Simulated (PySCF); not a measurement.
# SnF: bond curves at several levels of theory

What are the lowest state that PBE0 finds, the bond length, vibrational wavenumber and bond energy of SnF, and how much do these hang on the method?

The runs use PySCF 2.14.0; Sn cc-pVDZ-PP with ECP28, F cc-pVDZ, scalar-relativistic core potentials.

### 1 The job

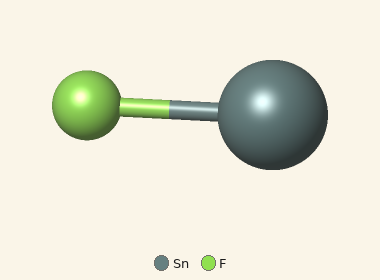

The two atoms at the starting distance (tin teal, fluorine green).

Settings of the job:

| Quantity | Value |
| --- | --- |
| atoms | Sn, F |
| charge | 0 |
| basis | Sn cc-pVDZ-PP with ECP28, F cc-pVDZ |
| Hamiltonian | scalar-relativistic core potentials |
| basis functions | 37 |
| electrons treated | 31 |
| masses in u | 119.9022, 18.9984 |
| levels | PBE0, PBE, r²SCAN, PBEsol, PW91, TPSS, ωB97X, HF, MP2, SCS-MP2, CCSD, CCSD(T) |
| grid | 80 radial by 434 angular points |
| occupations | held fixed by the projection of orbital angular momentum |
| dissociation limit | Sn + F, each in its ground configuration |
| starting distance in angstrom | 1.965 |
| values of 2S to try | 1, 3 |

Launch:

```
$ OMP_NUM_THREADS=1 python dia.py task.json out
```

After this run come: First curve: PBE0; Other states along the same grid; PBE (GGA); r²SCAN; PBEsol (GGA); PW91 (GGA); TPSS; ωB97X; UHF (mean field); Adding correlation.

**Question.** What will these runs give? Wanted: for each run, Re; ωe; De; μ.

**Answer**, as computed:

Lowest PBE0 solution found, without spin–orbit coupling: ²Π (doublet), unpaired electrons π ↑. State 2 has its PBE0 minimum 3.79 eV higher. The other levels ran on the lowest alone.

| level | Re (Å) | ωe (cm⁻¹) | De (eV) | μ (D) |
| --- | --- | --- | --- | --- |
| UHF | 1.954 | 622 | 2.69 | -3.11 |
| UHF-MP2 | 1.967 | 613 | 4.41 | n/a |
| UHF-SCS-MP2 | 1.969 | 609 | 4.27 | n/a |
| UHF-CCSD | 1.968 | 609 | 4.05 | n/a |
| UHF-CCSD(T) | 1.972 | 603 | 4.15 | n/a |
| PBE | 1.989 | 575 | 5.05 | -2.43 |
| PBEsol | 1.975 | 591 | 5.30 | -2.36 |
| PW91 | 1.987 | 577 | 5.10 | -2.43 |
| TPSS | 1.983 | 584 | 4.88 | -2.44 |
| r²SCAN | 1.970 | 598 | 4.76 | -2.53 |
| PBE0 | 1.967 | 603 | 4.58 | -2.68 |
| ωB97X | 1.964 | 613 | 4.91 | -2.67 |

De is counted to Sn + F in their ground configurations. A positive dipole means Sn(−)F(+).

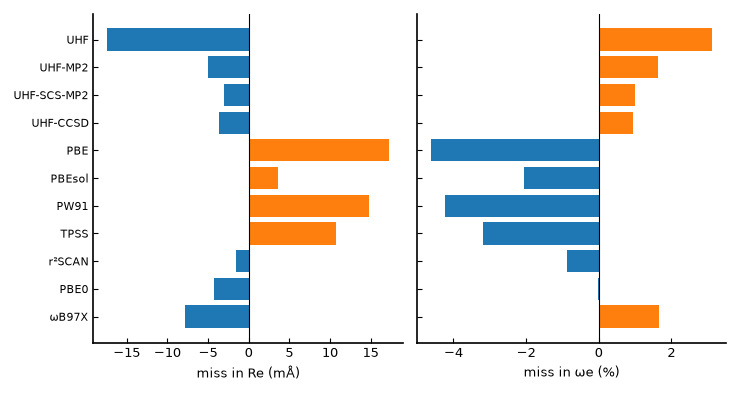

Differences in bond length and wavenumber from CCSD(T) in the same basis.

In words: Against CCSD(T) in the same basis, the bond length is nearest at r²SCAN (-2 mÅ) and farthest at UHF and PBE (17 mÅ off); the wavenumber is nearest at PBE0 (0.0 %) and farthest at PBE (-4.6 %). Hartree–Fock falls on the short and stiff side, its usual fault. PBE has the long and soft bond that GGAs tend to give. CCSD(T) in a basis this small is itself some way from its limit, more so than the functionals. Among the levels with a De in the table, it runs from 2.69 eV (UHF) to 5.30 eV (PBEsol).

Correlated steps freeze 5 core orbitals. These are scalar-relativistic numbers at best; spin–orbit coupling would shift them, the dissociation energy most.
